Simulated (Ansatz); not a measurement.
```
atom    x (Å)    y (Å)    z (Å)
   O   0.1867   1.1627  -0.5075
   B  -0.0921  -0.1227  -0.2726
   O  -1.1656  -0.7149  -0.8238
  Cl   0.9986  -1.0457   0.7970
   H  -0.4354   1.5838  -1.0824
   H  -1.2874  -1.6251  -0.6048
```

These are results of RHF/def2-SVP in Ansatz, not measurements.

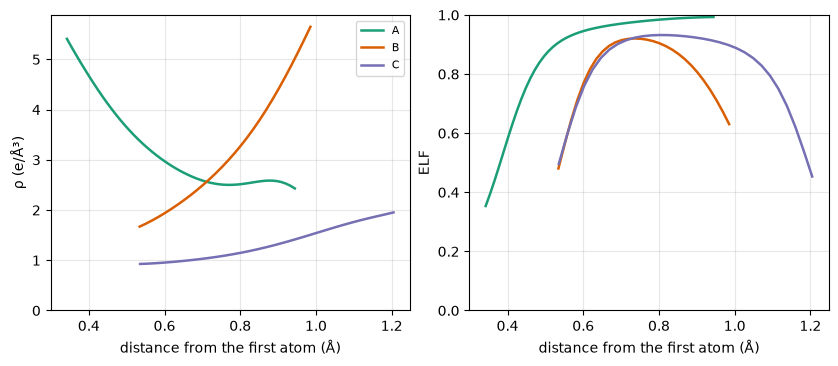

BClH2O2 (SMILES OB(O)Cl). Electron density and ELF along straight lines between neighbouring atoms. The curves leave out the atomic cores.

Which curve belongs to which contact (B–Cl, B–O and O–H)? The first atom named is at distance zero.

Answer. Curve A: O–H (0.94 Å): ρ is about 3.9 e/Å³ halfway; the ELF climbs to about 1 towards the hydrogen, as it does in any bond to H (an ordinary covalent bond to hydrogen). Curve B: B–O (1.34 Å): the density is about 2.3 e/Å³ at the midpoint; the ELF peaks at about 0.90 between the atoms, as expected for a polar covalent bond. Curve C: B–Cl (1.78 Å): ρ is about 1.3 e/Å³ halfway; the ELF peaks at about 0.95 between the atoms; a shared but strongly polarised pair.
